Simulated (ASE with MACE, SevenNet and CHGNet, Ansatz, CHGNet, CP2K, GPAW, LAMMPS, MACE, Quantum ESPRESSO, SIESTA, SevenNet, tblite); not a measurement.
# Running glassy Na2Si4O9 (90 atoms) with machine-learned potentials

How do the settings of machine-learned potentials change the result for glassy Na2Si4O9 (90 atoms)? A plane-wave run serves as the yardstick.

Main program and level: ASE with MACE, SevenNet and CHGNet; the method is named at each step.

**1. Starting point**

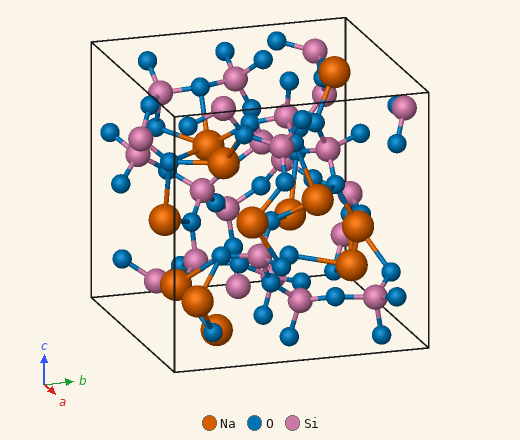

The cell as given, from a free direction (sodium orange, oxygen blue, silicon pink). Some periodic images of atoms are drawn too.

The cell holds 90 atoms: 12 Na, 54 O and 24 Si. Cell: a = 10.817 Å, b = 10.817 Å, c = 10.817 Å, α = 90.0°, β = 90.0°, γ = 90.0°. 90 atoms (12 Na, 54 O, 24 Si) placed at random at 2.38 g/cm³, melted at 4500 K for 20 ps at fixed volume with the Morse and Coulomb pair potential with partial charges (Pedone, Malavasi, Menziani, Cormack and Segre, J. Phys. Chem. B 110, 11780 (2006)). Quenched from 4500 K to 300 K at 10 K/ps and fixed volume, held 5 ps.

The yardstick, on the same geometry:

- method: Kohn-Sham DFT, PBE, PAW, plane waves (Ansatz 0.2.0); cutoff 420 eV, Γ point, fermi-dirac smearing of 0.05 eV; PAW set soft_2
- r.m.s. force component: 1.292 eV/Å
- longest force: 5.169 eV/Å
- pressure: 4.954 GPa
- gap (highest filled to lowest empty level): 2.725 eV
- SCF cycles: 9
- time: 14 s on 4 threads of Arm Neoverse V2, shared host
- CPU time: 54 s

**2. MACE MP-0b2 small potential**

Method: machine-learned interatomic potential MACE MP-0b2 small, trained on PBE(+U) plane-wave data.

run.py

```python
import numpy as np
from ase.io import read
import mlip  # loads the published weights by name

atoms = read("structure.xyz")
atoms.calc = mlip.calc("mace-mp-0b2-small")
energy = atoms.get_potential_energy()
forces = atoms.get_forces()
print(f"energy {energy:.6f} eV")
print("forces (eV/A)")
for i, (a, f) in enumerate(zip(atoms, forces)):
    print(f"{i:4d} {a.symbol:2s} {f[0]:10.5f} {f[1]:10.5f} {f[2]:10.5f}")
stress = -atoms.get_stress(voigt=False) * 160.21766
print("stress (GPa, compression positive)")
for row in stress:
    print(" ".join(f"{x:10.4f}" for x in row))
```

structure.xyz

```xyz
90
Lattice="10.81660 0.00000 0.00000 0.00000 10.81660 0.00000 0.00000 0.00000 10.81660" Properties=species:S:1:pos:R:3 pbc="T T T"
Na 4.42723 9.63110 1.74753
Na 5.85578 8.42862 10.44646
Na 4.99619 3.34774 7.56773
Na 5.75670 1.24239 4.85568
Na 6.00181 6.49537 4.65071
Na 6.06530 3.35196 0.08188
Na 9.41931 1.44229 2.45991
Na 6.86584 9.10422 4.15595
Na 7.05783 1.29583 2.48090
Na 8.97994 6.69407 6.12544
Na 10.37042 3.46174 5.87742
Na 7.37930 3.21642 7.54177
O 6.09321 1.33401 7.39888
O 4.65763 4.77272 2.33671
O 1.53736 7.39033 10.60503
O 2.97381 1.76970 7.90823
O 4.91203 0.88610 9.49319
O 10.55960 5.52555 10.09632
O 3.52589 4.73789 6.13280
O 10.13018 4.78105 3.81177
O 2.33963 1.62541 10.55116
O 1.93855 9.68443 0.76744
O 2.63373 8.57248 4.97964
O 2.23352 4.95519 10.59951
O 9.76220 9.81174 8.43565
O 8.46118 5.87255 8.47329
O 4.60052 7.23328 6.82668
O 0.71411 6.98493 4.27267
O 3.60561 5.64032 8.50931
O 7.80807 5.09354 5.04746
O 7.50780 5.96957 10.79064
O 3.81826 8.75993 9.98794
O 7.34544 10.60676 9.27880
O 10.66895 9.50931 2.24563
O 9.66225 0.95543 9.99432
O 0.95781 0.48015 7.22527
O 2.29463 10.26831 3.23514
O 6.93593 8.11634 6.04021
O 3.87407 2.99652 4.04314
O 4.54362 5.82744 0.02856
O 8.32510 2.45288 0.72471
O 3.99284 3.32686 9.76285
O 1.94061 2.60788 5.70835
O 1.89377 4.67753 4.11756
O 2.07592 6.64301 6.47179
O 8.31797 2.80712 3.92383
O 6.20429 6.90564 1.81762
O 4.74016 9.94835 3.95942
O 8.71904 7.53149 1.87008
O 1.54104 9.35820 8.86723
O 9.24257 3.48338 9.26723
O 10.66117 4.75887 7.55529
O 0.88858 1.02152 1.79880
O 5.00008 2.17976 1.81005
O 9.06442 9.38870 0.17177
O 0.78604 5.79164 1.81394
[... 30 atom lines left out ...]
Si 5.90759 0.16939 8.43176
Si 2.22303 1.25494 6.58580
Si 7.76015 6.35335 1.54212
Si 4.66542 6.21349 1.64932
```

Launch:

```sh
OMP_NUM_THREADS=1 python run.py > output.txt
```

Log:

```text
energy -634.840824 eV
forces (eV/A)
   0 Na   -0.78066   -0.46215   -0.17328
   1 Na    0.26121   -0.12020    0.03652
   2 Na   -0.84356    0.06337   -0.16781
   3 Na   -0.49560   -0.04037    0.72136
   4 Na    0.01207   -0.57714   -0.05960
   5 Na    0.87310    0.05159    0.29968
   6 Na    0.79600    0.00654    0.18623
   7 Na    0.02977    0.43085   -0.43486
   8 Na   -0.41949    0.51358   -0.88491
   9 Na   -0.21265    0.02850    0.49605
  10 Na    0.20244   -0.14035   -0.12123
  11 Na    1.25320   -0.02807   -0.03594
  12 O     0.80675    1.77844   -1.91178
  13 O    -0.54321   -3.39222    0.95037
  14 O    -0.97541   -0.52370    0.12180
  15 O     2.08078    0.71391    2.52216
  16 O     0.04658   -1.13098    2.21196
  17 O    -0.55556    0.51651    0.83708
  18 O     1.78037   -1.19945   -0.31454
  19 O     0.85275   -0.19946    0.22948
  20 O     0.90565   -1.18975   -1.47424
  21 O     0.67735    0.31608   -0.80201
  22 O     0.90316    0.08384    0.06869
  23 O    -0.65507   -1.10585    0.00352
[...]
82 Si   -2.90091    0.26961    3.09238
  83 Si    1.74834    0.87624   -2.60128
  84 Si    0.23496   -0.01554    0.09304
  85 Si   -4.52098    0.90632   -1.97985
  86 Si    2.63572   -0.23733   -0.68322
  87 Si    0.57514   -1.27437    0.48221
  88 Si   -3.21477   -2.48648   -0.68878
  89 Si    1.15635   -0.69364   -1.36826
stress (GPa, compression positive)
    6.3135    -1.6313    -2.2418
   -1.6313     4.6606    -0.0940
   -2.2418    -0.0940     4.0991
```

Elapsed: 5.3 s, on 1 thread of Arm Neoverse V2, shared host; peak memory 0.67 GiB.

Banners, paths, timers and routine set-up lines are dropped from the logs unmarked, and long logs keep their key lines alone; longer cuts are marked.

Compared with the plane-wave run:

| Item | Value |
| --- | --- |
| r.m.s. force component | 1.284 eV/Å |
| r.m.s. difference of force components | 99.57 meV/Å |
| longest difference of force vectors | 682.5 meV/Å |
| force difference over r.m.s. force | 7.709 % |
| slope of forces against the reference's | 0.9909 |
| correlation of force components | 0.997 |
| pressure | 5.024 GPa |
| pressure difference | 0.0703 GPa |

Length of the force difference by element (eV/Å):

```
element  atoms   mean  most
     Na     12  0.075  0.13
      O     54   0.11  0.36
     Si     24   0.23  0.68
```

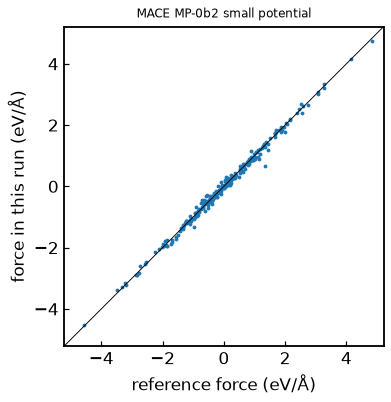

Force components against those of the reference; the line marks equality.

Local excerpt of 10 atoms (numbers count through the whole input) about Si76, picked at random; x, y, z are measured from there.

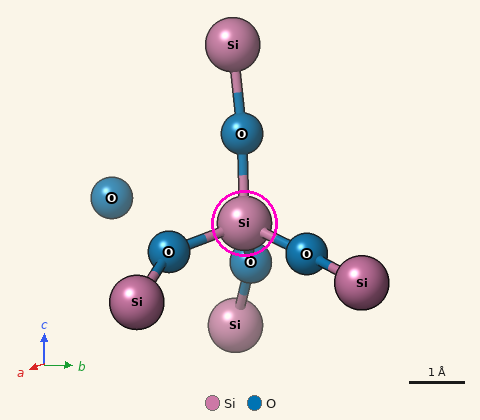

The atoms of the table, within 3.3 Å (arrows a, b, c point along x, y, z); some may hide others; the central atom is ringed.

| atom | x | y | z | distance (Å) | bonds | Fx | Fy | Fz (eV/Å) |
| --- | --- | --- | --- | --- | --- | --- | --- | --- |
| Si76 | 0.00 | 0.00 | 0.00 | 0.00 | 4 | 1.39 | 0.50 | -0.56 |
| O18 | -1.25 | -0.40 | -0.92 | 1.60 | 2 | -0.56 | 0.52 | 0.84 |
| O15 | 0.55 | 1.46 | -0.41 | 1.62 | 2 | -0.98 | -0.52 | 0.12 |
| O24 | 1.24 | -0.97 | -0.41 | 1.63 | 2 | -0.66 | -1.11 | 0.00 |
| O56 | -0.20 | -0.13 | 1.62 | 1.64 | 2 | -0.40 | -0.17 | 0.88 |
| Si72 | 2.69 | -1.00 | -1.15 | 3.09 | 4 | -1.64 | -0.19 | 3.20 |
| O59 | -0.88 | -3.00 | 0.17 | 3.13 | 2 | -0.39 | 1.43 | -0.05 |
| Si82 | -2.01 | -1.03 | -2.22 | 3.17 | 4 | -0.58 | 2.39 | 1.19 |
| Si75 | 1.26 | 2.86 | -0.76 | 3.21 | 4 | 0.66 | 0.02 | -0.22 |
| Si74 | -0.31 | -0.36 | 3.23 | 3.27 | 4 | 0.23 | 0.34 | -0.23 |

Atoms are counted from 1 here, from 0 in the log.

Forces lie 7.7 % from the reference's, at 0.099 times its CPU time (on 1 against 4 cores).

**3. SevenNet l3i5 potential**

Method: machine-learned interatomic potential SevenNet l3i5, trained on PBE(+U) plane-wave data.

Changes to run.py since step 2:

```diff
@@ -5,3 +5,3 @@
 atoms = read("structure.xyz")
-atoms.calc = mlip.calc("mace-mp-0b2-small")
+atoms.calc = mlip.calc("7net-l3i5")
 energy = atoms.get_potential_energy()
```

structure.xyz is that of step 2.

Log:

```text
energy -634.348938 eV
forces (eV/A)
   0 Na   -0.80793   -0.48813   -0.28842
   1 Na    0.09924   -0.16910    0.03397
   2 Na   -0.76893    0.08507   -0.13648
   3 Na   -0.52475   -0.03112    0.72771
   4 Na   -0.02201   -0.62356   -0.09887
   5 Na    0.90674    0.09938    0.25977
   6 Na    0.69979   -0.04212    0.21310
   7 Na    0.02026    0.37600   -0.42833
   8 Na   -0.26917    0.55003   -0.96170
   9 Na   -0.20486   -0.05602    0.49450
  10 Na    0.22213   -0.09761   -0.08719
  11 Na    1.19268   -0.02312   -0.07854
  12 O     0.82111    1.90624   -1.99452
  13 O    -0.54277   -3.56261    1.02536
  14 O    -1.10368   -0.64039    0.08232
  15 O     2.04386    0.66080    2.47568
  16 O     0.14528   -1.27599    2.13486
  17 O    -0.58599    0.48903    0.81372
  18 O     1.82645   -1.20696   -0.41193
  19 O     0.92504   -0.21255    0.27904
  20 O     0.89941   -1.18812   -1.44175
  21 O     0.55332    0.48932   -0.63683
  22 O     0.96556    0.10357    0.07692
  23 O    -0.70440   -1.10347   -0.01254
[...]
82 Si   -2.85085    0.29480    3.09584
  83 Si    1.67149    0.77817   -2.73946
  84 Si    0.17897   -0.03833    0.21000
  85 Si   -4.52463    1.05565   -2.01583
  86 Si    2.63809   -0.25227   -0.45493
  87 Si    0.54127   -1.27764    0.59960
  88 Si   -3.23211   -2.51280   -0.88333
  89 Si    0.88611   -0.44587   -1.32115
stress (GPa, compression positive)
    6.2100    -1.7134    -2.3107
   -1.7134     4.5625    -0.1495
   -2.3107    -0.1495     4.0956
```

Elapsed: 9 s, on 1 thread; peak memory 1.5 GiB.

Numbers from this run, and their distance from the reference:

* r.m.s. force component: 1.303 eV/Å
* r.m.s. difference of force components: 58.86 meV/Å
* longest difference of force vectors: 287.1 meV/Å
* force difference over r.m.s. force: 4.557 %
* slope of forces against the reference's: 1.008
* correlation of force components: 0.999
* pressure: 4.956 GPa
* pressure difference: 0.0019 GPa

Against the first run (7.7 %), the force difference from the reference is 4.6 %, at 1.6 times the CPU time.

**4. CHGNet 0.3.0 potential**

Method: machine-learned interatomic potential CHGNet 0.3.0, trained on PBE(+U) plane-wave data.

Changes to run.py since step 3:

```diff
@@ -5,3 +5,3 @@
 atoms = read("structure.xyz")
-atoms.calc = mlip.calc("7net-l3i5")
+atoms.calc = mlip.calc("chgnet-0.3.0")
 energy = atoms.get_potential_energy()
```

structure.xyz is that of step 3.

Log:

```text
CHGNet v0.3.0 initialized with 412,525 parameters
CHGNet will run on cpu
energy -672.461243 eV
forces (eV/A)
   0 Na   -0.67398   -0.45531   -0.20590
   1 Na    0.09113   -0.07940    0.05546
   2 Na   -0.71259    0.09431   -0.14296
   3 Na   -0.58479    0.00293    0.80522
   4 Na   -0.03112   -0.54906   -0.16153
   5 Na    0.73929    0.05700    0.19386
   6 Na    0.65628   -0.07533    0.16701
   7 Na    0.03953    0.39322   -0.42146
   8 Na   -0.24725    0.44685   -0.87849
   9 Na   -0.11701   -0.08268    0.47999
  10 Na    0.12450   -0.14517   -0.16125
  11 Na    1.18707   -0.01059   -0.07800
  12 O     0.82498    1.93419   -2.06005
  13 O    -0.48070   -3.44057    0.92048
  14 O    -1.01870   -0.35178    0.08194
  15 O     2.15313    0.77434    2.66615
  16 O     0.13487   -1.37721    2.14623
  17 O    -0.55254    0.51123    0.79014
  18 O     1.74145   -1.21440   -0.20206
  19 O     0.86733   -0.17957    0.22037
  20 O     0.82995   -1.11672   -1.50185
  21 O     0.64697    0.23007   -0.77522
  22 O     0.91479    0.12993    0.03544
  23 O    -0.71103   -1.00105   -0.05762
[...]
82 Si   -2.89112    0.36131    3.20428
  83 Si    1.69382    0.76882   -2.78020
  84 Si    0.29550   -0.06091   -0.05518
  85 Si   -4.42274    0.93168   -2.08854
  86 Si    2.73531   -0.20638   -0.23521
  87 Si    0.54911   -1.25053    0.59685
  88 Si   -3.07776   -2.41103   -0.71099
  89 Si    0.97244   -0.45890   -1.34742
stress (GPa, compression positive)
    6.5131    -1.5903    -2.2333
   -1.5903     5.0005     0.0080
   -2.2333     0.0080     4.4086
```

The job ended after 3.1 s (1 thread; peak memory 1.2 GiB).

Compared with the plane-wave run:

- r.m.s. force component: 1.296 eV/Å
- r.m.s. difference of force components: 126.8 meV/Å
- longest difference of force vectors: 549.6 meV/Å
- force difference over r.m.s. force: 9.821 %
- slope of forces against the reference's: 0.9983
- correlation of force components: 0.9952
- pressure: 5.307 GPa
- pressure difference: 0.3533 GPa

Against the first run (7.7 %), the force difference from the reference is 9.8 %, at 0.58 times the CPU time.

**5. Side by side**

Differences are against the plane-wave reference, forces as r.m.s. over components; share is that over the reference's r.m.s. force, slope the least-squares factor from reference forces to these. Total energies of different programs have different zeros and aren't compared.

```csv
run,"Δ force, r.m.s. (meV/Å)",share (%),slope,Δ pressure (GPa),cores,CPU time,memory (GiB)
reference,-,-,-,-,4,54 s,1.5
MACE MP-0b2 small potential,99.6,7.71,0.991,0.0703,1,5.3 s,0.67
SevenNet l3i5 potential,58.9,4.56,1.008,0.0019,1,8.6 s,1.5
CHGNet 0.3.0 potential,127,9.82,0.998,0.353,1,3.1 s,1.2
```

Times of the machine-learned potentials are mostly Python's start and the loading of weights.

CPU time is summed over cores on a shared host, where runs went side by side, so it is rough. Symmetry, cutoffs, thresholds, outputs and thread counts weren't matched or tuned between programs; memory under MPI is the largest rank's times the ranks.

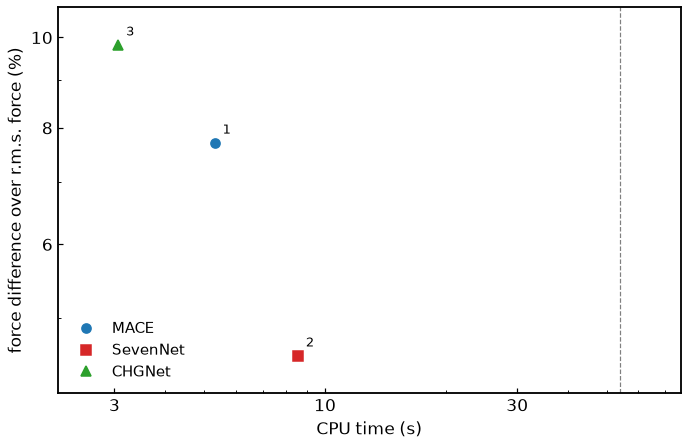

Force difference against CPU time; the dashed line marks the reference's time. Points: 1 MACE MP-0b2 small potential; 2 SevenNet l3i5 potential; 3 CHGNet 0.3.0 potential.

**6. What came out**

```
nearest in forces : SevenNet l3i5 potential, 4.6 %
its CPU time      : 8.6 s
```

**Reading.** Machine-learned potentials differ by 4.6 % (SevenNet l3i5 potential) to 9.8 % (CHGNet 0.3.0 potential); they were trained on other programs' data. Machine-learned potentials mimic data converged in k, so the reference's own k-point error enters their differences. The quench rate of 10 K/ps is many orders above laboratory rates, so the cell is likely richer in defects and strain than a real sample. The network of bonds at the start is that of the classical potential that made the cell, and needn't be the one that DFT or experiment would give. The electronic-structure runs sample only Γ, in a cell whose shortest periodic width is 11 Å.

[Also dropped from logs without a mark: logging warnings of Python, and SIESTA's first energy breakdown and zero terms.]

[Logs are printed without paths, hosts, clocks, repeated set-up lines and the standing remarks that a program may print on its own settings, such as how far it seeks lower states.]

[Hosts, paths, dates, database ids (printed as entryN), source tags and the programs' standing remarks are cut or masked in the printed files.]
